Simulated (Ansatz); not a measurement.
```
CELL_PARAMETERS angstrom
5.82897 0.00000 0.00000
0.00000 5.82897 0.00000
0.00000 0.00000 5.82897
ATOMIC_POSITIONS crystal
Fe 0.50000 0.50000 0.50000
Rh 0.00000 0.00000 0.00000
C 0.19389 0.19389 0.19389
C 0.19389 0.80611 0.80611
C 0.80611 0.19389 0.80611
C 0.80611 0.80611 0.19389
N 0.31114 0.31114 0.31114
N 0.31114 0.68886 0.68886
N 0.68886 0.31114 0.68886
N 0.68886 0.68886 0.31114
```

Space group P-43m; a structure generated by program, which may or may not match a known phase; spin-polarised.

All numbers below come from DFT PBE, scalar-relativistic, plane waves, PAW (Ansatz 0.2.0).

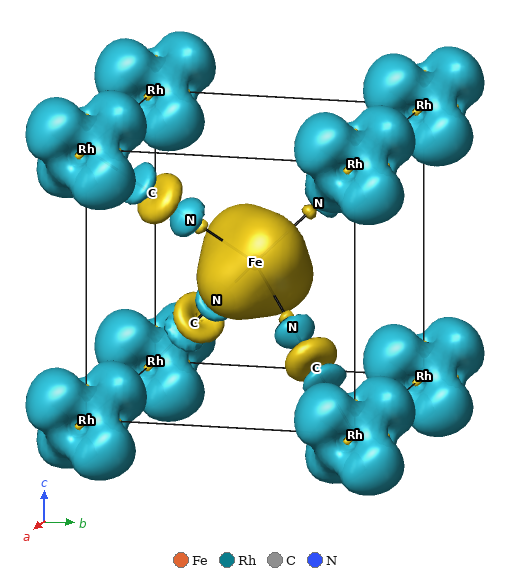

FeRhC4N4. Isosurfaces of the magnetisation density (up minus down) at +0.03 (yellow) and −0.03 e/Å³ (cyan), seen slightly off an axis. Sticks mark near contacts.

In a PAW calculation such maps are meaningful between the atoms, not at the nuclei.

Question: Describe the spin distribution.

Answer: The spin density sits on Fe: +3.1 μB in one cell of 10 atoms, with smaller moments on other sites: Rh (up to −0.46 μB): parallel moments on the main sites in this solution. The cell of the calculation (10 atoms) carries 2.5 μB of net spin moment.
